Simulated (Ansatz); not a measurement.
# Run report: CH7O3Si, geometry relaxation

System: CH7O3Si, multiplicity 2.
Method: UKS BHLYP-D4/def2-SVP (Ansatz 0.2.0).

The input holds or restrains some coordinates. It belongs to a series of runs on one base structure; here: pulled along the bonds that form and break, towards end A.

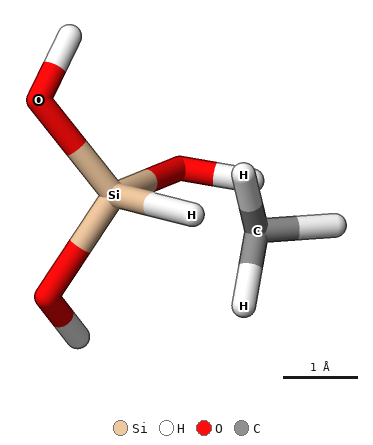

The structure as given in the input (stick view, seen at a tilt). Bond lengths as drawn: C–H 1.11 Å, H–O 1.01 Å, H–Si 1.71 Å and O–Si 1.68 Å.

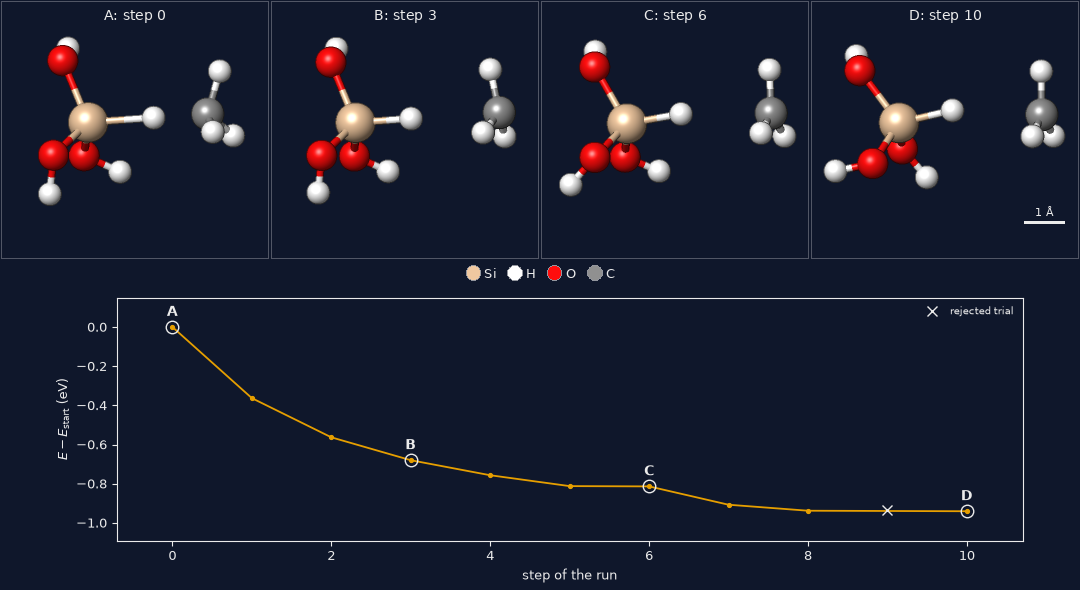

Frames of the restrained relaxation (ball-and-stick view, seen at a tilt) above the curves, on which the letters mark them (the first geometry is step 0 here and step 1 in the log).

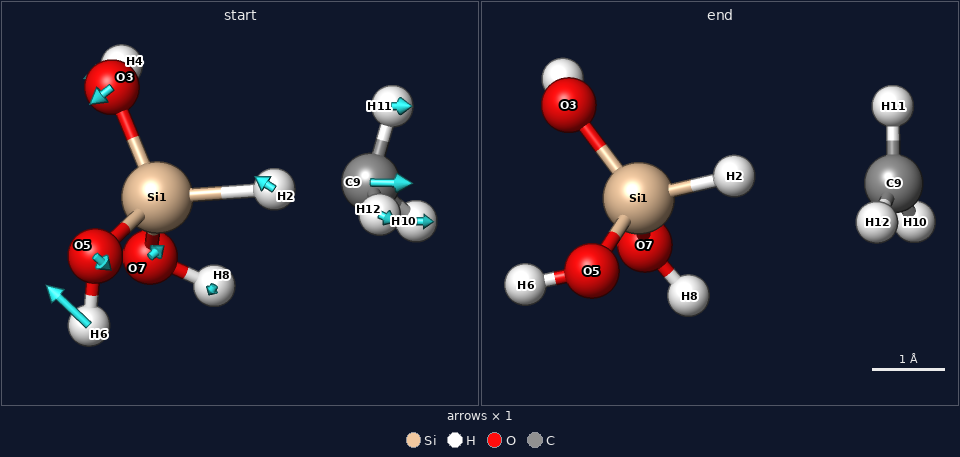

Before (left) and after (right) the restrained relaxation, at one scale (ball-and-stick view, seen at a tilt). The teal arrows give the displacements, at true length. Over 10 geometry steps the energy falls by 0.941 eV. The largest force component goes from 2.4 to 0.24 eV/Å. The line search rejected the trial step at point 9 (counted from 0) and went back. The atom that moves furthest after the best rigid fit is H6 (0.84 Å). By element the largest moves are H 0.84 Å, C 0.63 Å, O 0.41 Å, Si 0.07 Å. Among the contacts that change: Si1–H2 1.710 → 1.464 Å, O3–H4 1.010 → 0.953 Å, Si1–O3 1.680 → 1.640 Å, Si1–O7 1.679 → 1.651 Å. Among the angles that change: H10–C9–H11 109.4° → 119.9°, Si1–O7–H8 109.5° → 118.9°, Si1–O5–H6 109.5° → 117.4°. (Atoms are counted from 1 in the order of the input.)

The input and output of the run follow.

Input:
```yaml
crystal:
  periodic: [false, false, false]
  atoms:
    - { symbol: Si, position_ang: [0.0, 0.0, 0.0] }
    - { symbol: H, position_ang: [0.0, 0.0, 1.71] }
    - { symbol: O, position_ang: [1.5842, 0.0, -0.5594] }
    - { symbol: H, position_ang: [1.9006, -0.9521, -0.6761] }
    - { symbol: O, position_ang: [-0.7913, 1.3709, -0.5594] }
    - { symbol: H, position_ang: [-1.7491, 1.1401, -0.7818] }
    - { symbol: O, position_ang: [-0.7913, -1.3709, -0.5594] }
    - { symbol: H, position_ang: [-1.2459, -1.8365, 0.2129] }
    - { symbol: C, position_ang: [0.0, 0.0, 3.12] }
    - { symbol: H, position_ang: [-0.5653, -0.8805, 3.4905] }
    - { symbol: H, position_ang: [1.0452, -0.0494, 3.4905] }
    - { symbol: H, position_ang: [-0.4798, 0.9298, 3.4905] }
magnetization:
  spin_polarized: true
  initial_magnetization: 1
basis:
  gaussian: { orbitals: def2-SVP }
hamiltonian:
  xc: { name: BHLYP }
  dispersion: d4
relax:
  f_tol: 0.15
  max_steps: 25
  restrain:
    - { distance: [1, 8], at: 2.31, k: 30.0 }
    - { distance: [0, 1], at: 1.46, k: 30.0 }
```

Launched with:
```bash
ansatz run input.yaml --threads 4 --pin off --max-ram 5120MiB --backend cpu --events-out ev --progress --plain --runs-dir out
```

The program's output:
```
The last accepted step is kept in [file] (removed where the run ends without a failure and the disk answers)
Engine: ansatz 0.2.0, x86_64-unknown-linux-gnu
Functional definition: BHLYP
  parameter a = 0.5
  exchange = (1 - a)*b88_x + a*exact_x
  correlation = lyp_c
1139 factors; integrals over basis functions are off by at most 3.8e-4 eV
mean field evaluation 1: about -15149.1647 eV, gradient 5.0e1 eV
mean field evaluation 2: about -15147.5664 eV, gradient 5.5e1 eV
mean field evaluation 4: about -15158.6270 eV, gradient 1.6e0 eV
mean field evaluation 8: about -15158.6700 eV, gradient 2.1e-1 eV
mean field evaluation 16: about -15158.6707 eV, gradient 4.6e-4 eV
mean field -15158.67065400 eV, -557.0708716185 hartree, gradient 1.8e-5 eV, S^2 0.762243; 0 other end points of the search recorded, 0 dependent functions left out
the calculation of the forces begins
reference -15158.67082153 eV, -557.0708777750 hartree; 26, 25 occupied and 83, 84 virtual orbitals, 1139 factors
relax step   1: F+E_penalty+E_count = -15158.91607986 eV  Δ(F+E_penalty+E_count) = +0.000e0 eV  max|allowed force component| = 2.405e0 eV/Å  E_restraint = 13.08750000 eV  max|allowed force component, restraints' pulls added| = 3.344e1 eV/Å  Δτ_max = 0.0000 Å  (33 SCF iters, accepted)
  distance H 1 - C 8 = 1.4100 Å
  distance Si 0 - H 1 = 1.7100 Å
these checks for a lower state are left out or cut short: starts, cluster_reference, orbital_swaps, neighbouring_geometries, increment
1139 factors; integrals over basis functions are off by at most 6.4e-4 eV
mean field -15159.04475666 eV, -557.0846196378 hartree, gradient 1.2e-5 eV, S^2 0.757210; 0 other end points of the search recorded, 0 dependent functions left out
[... from here on the field's lines of each further geometry are left out, up to the last ...]
relax step   2: F+E_penalty+E_count = -15159.27933172 eV  Δ(F+E_penalty+E_count) = -3.633e-1 eV  max|allowed force component| = 1.376e0 eV/Å  E_restraint = 4.41157993 eV  max|allowed force component, restraints' pulls added| = 1.851e1 eV/Å  Δτ_max = 0.1968 Å  (39 SCF iters, accepted)
relax step   3: F+E_penalty+E_count = -15159.47937220 eV  Δ(F+E_penalty+E_count) = -2.000e-1 eV  max|allowed force component| = 1.706e0 eV/Å  E_restraint = 0.54946905 eV  max|allowed force component, restraints' pulls added| = 5.798e0 eV/Å  Δτ_max = 0.1995 Å  (32 SCF iters, accepted)
relax step   4: F+E_penalty+E_count = -15159.59627704 eV  Δ(F+E_penalty+E_count) = -1.169e-1 eV  max|allowed force component| = 5.258e-1 eV/Å  E_restraint = 0.00239935 eV  max|allowed force component, restraints' pulls added| = 5.258e-1 eV/Å  Δτ_max = 0.1977 Å  (33 SCF iters, accepted)
relax step   5: F+E_penalty+E_count = -15159.67299309 eV  Δ(F+E_penalty+E_count) = -7.672e-2 eV  max|allowed force component| = 4.006e-1 eV/Å  E_restraint = 0.00001221 eV  max|allowed force component, restraints' pulls added| = 4.266e-1 eV/Å  Δτ_max = 0.2000 Å  (32 SCF iters, accepted)
relax step   6: F+E_penalty+E_count = -15159.72852200 eV  Δ(F+E_penalty+E_count) = -5.553e-2 eV  max|allowed force component| = 3.379e-1 eV/Å  E_restraint = 0.00255291 eV  max|allowed force component, restraints' pulls added| = 3.379e-1 eV/Å  Δτ_max = 0.2000 Å  (32 SCF iters, accepted)
relax step   7: F+E_penalty+E_count = -15159.72999330 eV  Δ(F+E_penalty+E_count) = -1.471e-3 eV  max|allowed force component| = 1.180e0 eV/Å  E_restraint = 0.00171495 eV  max|allowed force component, restraints' pulls added| = 1.195e0 eV/Å  Δτ_max = 0.1975 Å  (33 SCF iters, accepted)
relax step   8: F+E_penalty+E_count = -15159.82357101 eV  Δ(F+E_penalty+E_count) = -9.358e-2 eV  max|allowed force component| = 4.085e-1 eV/Å  E_restraint = 0.00354836 eV  max|allowed force component, restraints' pulls added| = 4.085e-1 eV/Å  Δτ_max = 0.2000 Å  (37 SCF iters, accepted)
relax step   9: F+E_penalty+E_count = -15159.85418330 eV  Δ(F+E_penalty+E_count) = -3.061e-2 eV  max|allowed force component| = 2.664e-1 eV/Å  E_restraint = 0.00215287 eV  max|allowed force component, restraints' pulls added| = 2.350e-1 eV/Å  Δτ_max = 0.2000 Å  (32 SCF iters, accepted)
relax step  10: F+E_penalty+E_count = -15159.84803464 eV  Δ(F+E_penalty+E_count) = +6.149e-3 eV  max|allowed force component| = 8.111e-1 eV/Å  E_restraint = 0.00173158 eV  max|allowed force component, restraints' pulls added| = 8.111e-1 eV/Å  Δτ_max = 0.0605 Å  (33 SCF iters, rejected (line search))
the calculation of the forces begins
reference -15159.63806582 eV, -557.1064233473 hartree; 26, 25 occupied and 83, 84 virtual orbitals, 1139 factors
relax step  11: F+E_penalty+E_count = -15159.85680603 eV  Δ(F+E_penalty+E_count) = -2.623e-3 eV  max|allowed force component| = 2.404e-1 eV/Å  E_restraint = 0.00137377 eV  max|allowed force component, restraints' pulls added| = 8.750e-2 eV/Å  Δτ_max = 0.0295 Å  (35 SCF iters, accepted)
  distance H 1 - C 8 = 2.3186 Å
  distance Si 0 - H 1 = 1.4642 Å
1139 factors; integrals over basis functions are off by at most 7.1e-4 eV
mean field evaluation 96: about -15150.7715 eV, gradient 5.1e1 eV
mean field -15159.63788877 eV, -557.1064168407 hartree, gradient 1.4e-5 eV, S^2 0.754980; 1 other end points of the search recorded, 0 dependent functions left out
the calculation of the forces begins
reference -15159.63806582 eV, -557.1064233473 hartree; 26, 25 occupied and 83, 84 virtual orbitals, 1139 factors
Total energy: -15159.85698309 eV, -557.1144684083 hartree
Atom 0 at    -0.014621    -0.072911    -0.002054 Å, force    -0.042538    -0.041525    -0.092955 eV/Å
Atom 1 at     0.203904     0.046400     1.440792 Å, force     0.034473     0.011981    -0.119560 eV/Å
Atom 2 at     1.348902     0.034566    -0.907478 Å, force     0.036844     0.027591    -0.015368 eV/Å
Atom 3 at     1.737508    -0.781995    -1.208943 Å, force    -0.005217    -0.003274    -0.006115 eV/Å
Atom 4 at    -1.013618     1.168130    -0.388230 Å, force     0.013409    -0.034421     0.067716 eV/Å
Atom 5 at    -1.147410     1.352513    -1.313089 Å, force    -0.013040     0.045591    -0.087505 eV/Å
Atom 6 at    -0.638259    -1.552763    -0.383470 Å, force     0.030778     0.014129     0.000430 eV/Å
Atom 7 at    -1.381453    -1.881202     0.112546 Å, force    -0.038363    -0.015626     0.015354 eV/Å
Atom 8 at    -0.046421     0.009788     3.745563 Å, force    -0.020115     0.014153     0.240440 eV/Å
Atom 9 at    -0.579827    -0.931863     3.742610 Å, force    -0.001595    -0.013554     0.002435 eV/Å
Atom 10 at     1.034152     0.018159     3.802571 Å, force     0.000065    -0.000728     0.006709 eV/Å
Atom 11 at    -0.595557     0.942576     3.737481 Å, force     0.005300    -0.004316    -0.011581 eV/Å
Dipole moment:    -0.144011    -0.314386    -0.068112 e Å
```

Trajectory as extended XYZ (Å, eV, eV/Å), 11 frames, from step=1 to step=11:
```
12
Properties=species:S:1:pos:R:3:forces:R:3 step=1 energy=-15158.91608
Si    0.0000    0.0000    0.0000    0.3642   0.5330  -0.8611
H     0.0000    0.0000    1.7100   -0.0400  -0.0534   1.0585
O     1.5842    0.0000   -0.5594   -0.3758  -2.4051  -0.0771
H     1.9006   -0.9521   -0.6761   -0.6536   2.4034   0.2096
O    -0.7913    1.3709   -0.5594   -1.8539  -1.4870  -0.3205
H    -1.7491    1.1401   -0.7818    2.3652   0.7014   0.4493
O    -0.7913   -1.3709   -0.5594   -0.8738  -0.6771   2.2946
H    -1.2459   -1.8365    0.2129    1.0673   0.9859  -2.0695
C     0.0000    0.0000    3.1200    0.0191   0.0293   0.8283
H    -0.5653   -0.8805    3.4905    0.2418   0.3742  -0.4733
H     1.0452   -0.0494    3.4905   -0.4780   0.0198  -0.5187
H    -0.4798    0.9298    3.4905    0.2174  -0.4243  -0.5202
12
Properties=species:S:1:pos:R:3:forces:R:3 step=2 energy=-15159.27933
Si    0.0003    0.0009   -0.0054    0.2620   0.3701  -0.4717
H    -0.0007   -0.0008    1.5132   -0.0450  -0.0497  -0.5790
O     1.5778   -0.0131   -0.5621   -0.6796  -1.3134   0.0155
H     1.8953   -0.9359   -0.6747   -0.3113   1.3478   0.0591
O    -0.7990    1.3598   -0.5629   -0.7788  -1.1864  -0.0960
H    -1.7325    1.1442   -0.7792    1.3087   0.4412   0.1789
O    -0.7950   -1.3730   -0.5450   -0.2876  -0.0475   1.3756
H    -1.2390   -1.8305    0.2000    0.5354   0.4442  -1.1325
C     0.0001    0.0001    3.2840   -0.0026  -0.0038   1.0077
H    -0.5739   -0.8939    3.5040   -0.0449  -0.0724  -0.0940
H     1.0609   -0.0502    3.5032    0.0814  -0.0042  -0.1315
H    -0.4870    0.9438    3.5032   -0.0378   0.0741  -0.1322
12
Properties=species:S:1:pos:R:3:forces:R:3 step=3 energy=-15159.47937
Si    0.0013    0.0021   -0.0387    0.0785   0.1052  -1.7055
H    -0.0020   -0.0021    1.3519   -0.0204  -0.0077   1.6593
O     1.5701   -0.0244   -0.5691   -0.6461  -0.2850  -0.1394
H     1.8934   -0.9223   -0.6762    0.0447   0.3470  -0.0790
O    -0.8044    1.3486   -0.5698    0.0924  -0.6306  -0.1275
H    -1.7198    1.1500   -0.7801    0.2765   0.2217  -0.0773
O    -0.7979   -1.3741   -0.5363    0.0863   0.2487   0.3053
H    -1.2334   -1.8264    0.1890    0.0916   0.0057  -0.3210
C     0.0000   -0.0001    3.4835    0.0054   0.0121   0.4466
H    -0.5833   -0.9087    3.5091   -0.0468  -0.0756   0.0321
H     1.0787   -0.0510    3.5075    0.0690  -0.0030   0.0035
H    -0.4952    0.9597    3.5075   -0.0311   0.0613   0.0030
12
Properties=species:S:1:pos:R:3:forces:R:3 step=4 energy=-15159.59628
Si   -0.0021   -0.0015   -0.0710    0.0219   0.0324  -0.1338
H    -0.0006    0.0025    1.3811   -0.0079  -0.0020   0.2346
O     1.5495   -0.0257   -0.6187   -0.4428  -0.0534  -0.1126
H     1.8961   -0.9116   -0.7071    0.1193   0.1060  -0.0931
O    -0.7940    1.3362   -0.6139    0.2007  -0.3566  -0.0787
H    -1.7109    1.1610   -0.8146    0.0217   0.1569  -0.1196
O    -0.8001   -1.3747   -0.5544    0.1038   0.2148   0.1259
H    -1.2306   -1.8344    0.1631   -0.0165  -0.0981  -0.1370
C     0.0005    0.0007    3.6812   -0.0290  -0.0469  -0.4491
H    -0.5878   -0.9160    3.5166    0.3166   0.4915   0.2670
H     1.0850   -0.0506    3.5080   -0.5258   0.0224   0.2486
H    -0.4976    0.9654    3.5079    0.2379  -0.4671   0.2479
12
Properties=species:S:1:pos:R:3:forces:R:3 step=5 energy=-15159.67299
Si    0.0060    0.0140   -0.0670    0.0960   0.1155  -0.4006
H     0.0485    0.0720    1.3903   -0.0193  -0.0257   0.0609
O     1.5280   -0.0164   -0.6890   -0.2924  -0.0679   0.0424
H     1.8765   -0.8960   -0.8097    0.1160   0.0437  -0.0816
O    -0.7739    1.3326   -0.6650    0.0731  -0.2435   0.0681
H    -1.6772    1.1565   -0.9153   -0.0097   0.1248  -0.1108
O    -0.7986   -1.3614   -0.5270    0.0817   0.1672   0.2163
H    -1.2107   -1.8351    0.1907   -0.0494  -0.1172  -0.0877
C    -0.0167   -0.0213    3.6978   -0.0577  -0.0793  -0.0891
H    -0.6079   -0.9407    3.7140    0.1967   0.2911   0.0757
H     1.0574   -0.0838    3.5186   -0.2786   0.0256   0.1604
H    -0.5242    0.9311    3.5399    0.1436  -0.2344   0.1461
12
Properties=species:S:1:pos:R:3:forces:R:3 step=6 energy=-15159.72852
Si   -0.0019    0.0165   -0.0772   -0.0609  -0.1713   0.0141
H     0.0635    0.0682    1.3871    0.0674   0.1351  -0.0728
O     1.4980   -0.0217   -0.7374    0.0159  -0.0962  -0.0815
H     1.8828   -0.8659   -0.9648   -0.1094   0.1415   0.0477
O    -0.7857    1.3326   -0.6616   -0.2777  -0.0920  -0.0980
H    -1.6231    1.1865   -1.1055    0.3379   0.0407   0.1071
O    -0.8184   -1.3577   -0.4929   -0.0307  -0.0673  -0.1257
H    -1.2167   -1.9028    0.1803    0.0634   0.1178  -0.0318
C    -0.0233   -0.0266    3.7047    0.0068  -0.0150   0.2225
H    -0.6065   -0.9383    3.7693    0.0313   0.0482   0.0028
H     1.0592   -0.0750    3.6883   -0.0587  -0.0022   0.0105
H    -0.5206    0.9356    3.6880    0.0146  -0.0392   0.0049
12
Properties=species:S:1:pos:R:3:forces:R:3 step=7 energy=-15159.72999
Si   -0.0283   -0.0378   -0.0461    0.2863   1.1797  -0.3626
H     0.1140    0.0795    1.4087   -0.0789  -0.2343  -0.0847
O     1.4376    0.0048   -0.7799    0.0832  -0.2459  -0.0382
H     1.8424   -0.8335   -0.9819    0.0787   0.0085  -0.0404
O    -0.8490    1.2908   -0.5485   -0.2442   0.0129   0.0838
H    -1.4882    1.1813   -1.2497    0.1602   0.0190   0.0300
O    -0.8275   -1.3779   -0.5369   -0.1226  -0.5446   0.3200
H    -1.2258   -1.8655    0.1795   -0.1538  -0.1902  -0.1497
C    -0.0179   -0.0242    3.7212    0.0846   0.1407   0.2255
H    -0.5913   -0.9378    3.7656   -0.0647  -0.0983   0.0124
H     1.0646   -0.0623    3.7431   -0.0450  -0.0017   0.0049
H    -0.5233    0.9340    3.7032    0.0163  -0.0457  -0.0010
12
Properties=species:S:1:pos:R:3:forces:R:3 step=8 energy=-15159.82357
Si    0.0083   -0.0398   -0.0368   -0.0119  -0.0530  -0.0312
H     0.2141    0.0113    1.4169    0.0555   0.1476  -0.1951
O     1.3987    0.0210   -0.9176   -0.1888  -0.0605   0.0838
H     1.8122   -0.8193   -1.1038   -0.0127   0.0744  -0.0204
O    -0.9487    1.2406   -0.4163   -0.0973  -0.1665  -0.3927
H    -1.3212    1.2503   -1.3042    0.2304   0.0734   0.4085
O    -0.6912   -1.4816   -0.4336   -0.1582  -0.1510   0.0837
H    -1.3617   -1.8479    0.1438    0.1938   0.1456  -0.1707
C    -0.0494    0.0062    3.7243   -0.1972  -0.0110   0.2974
H    -0.5941   -0.9329    3.7401    0.0714   0.0829  -0.0145
H     1.0314    0.0027    3.7332    0.0432   0.0016   0.0022
H    -0.5910    0.9408    3.8321    0.0718  -0.0835  -0.0509
12
Properties=species:S:1:pos:R:3:forces:R:3 step=9 energy=-15159.85418
Si   -0.0147   -0.0701   -0.0084   -0.0380  -0.0532  -0.1382
H     0.2170    0.0513    1.4323    0.0312  -0.0088  -0.1116
O     1.3366    0.0298   -0.9325    0.0673   0.0839   0.0071
H     1.7490   -0.7919   -1.1836   -0.0039  -0.0072  -0.0263
O    -1.0172    1.1700   -0.3854   -0.0148   0.0548  -0.2350
H    -1.1520    1.3562   -1.3154    0.0218  -0.0151   0.2016
O    -0.6402   -1.5477   -0.3926   -0.0722  -0.0559   0.1038
H    -1.3725   -1.8827    0.1180    0.0243   0.0078  -0.0362
C    -0.0487    0.0094    3.7379   -0.0193  -0.0031   0.2664
H    -0.5842   -0.9309    3.7457    0.0019  -0.0248  -0.0070
H     1.0316    0.0166    3.7970    0.0097  -0.0051  -0.0003
H    -0.5974    0.9413    3.7653   -0.0080   0.0269  -0.0242
12
Properties=species:S:1:pos:R:3:forces:R:3 step=10 energy=-15159.84804 accepted=F
Si   -0.0037   -0.0720   -0.0006   -0.0505  -0.0138  -0.0892
H     0.2092    0.0504    1.4419    0.0286   0.0112  -0.1049
O     1.3700    0.0222   -0.8884   -0.2603   0.8111   0.2831
H     1.7206   -0.7761   -1.2347    0.3331  -0.7681  -0.3315
O    -1.0021    1.1694   -0.3908    0.0079  -0.0379   0.0223
H    -1.1755    1.3159   -1.3168   -0.0017   0.0511  -0.0404
O    -0.6310   -1.5453   -0.3976    0.0516  -0.0007  -0.0145
H    -1.3923   -1.8618    0.0760   -0.0928  -0.0487   0.0423
C    -0.0462    0.0125    3.7477   -0.0057  -0.0233   0.2694
H    -0.5818   -0.9277    3.7690   -0.0045  -0.0188  -0.0096
H     1.0334    0.0189    3.8171    0.0127   0.0000  -0.0041
H    -0.5934    0.9450    3.7553   -0.0184   0.0378  -0.0228
12
Properties=species:S:1:pos:R:3:forces:R:3 step=11 energy=-15159.85681
Si   -0.0146   -0.0729   -0.0021   -0.0425  -0.0415  -0.0930
H     0.2039    0.0464    1.4408    0.0345   0.0120  -0.1196
O     1.3489    0.0346   -0.9075    0.0368   0.0276  -0.0154
H     1.7375   -0.7820   -1.2089   -0.0052  -0.0033  -0.0061
O    -1.0136    1.1681   -0.3882    0.0134  -0.0344   0.0677
H    -1.1474    1.3525   -1.3131   -0.0130   0.0456  -0.0875
O    -0.6383   -1.5528   -0.3835    0.0308   0.0141   0.0004
H    -1.3815   -1.8812    0.1125   -0.0384  -0.0156   0.0154
C    -0.0464    0.0098    3.7456   -0.0201   0.0142   0.2404
H    -0.5798   -0.9319    3.7426   -0.0016  -0.0136   0.0024
H     1.0342    0.0182    3.8026    0.0001  -0.0007   0.0067
H    -0.5956    0.9426    3.7375    0.0053  -0.0043  -0.0116
```

Key numbers:

- outcome: converged under the restraints of the input
- total energy: −15159.8570 eV
- mean-field energy: −15159.6381 eV
- ⟨S²⟩: 0.755
- largest force (length of the vector) at the end, held atoms and coordinates included: 0.242 eV/Å
- hardware: 4 threads of AMD EPYC (Zen 5), 32 GiB of memory available, shared host
- wall time: 12 s (CPU time 44 s)
- peak memory: 0.34 GiB
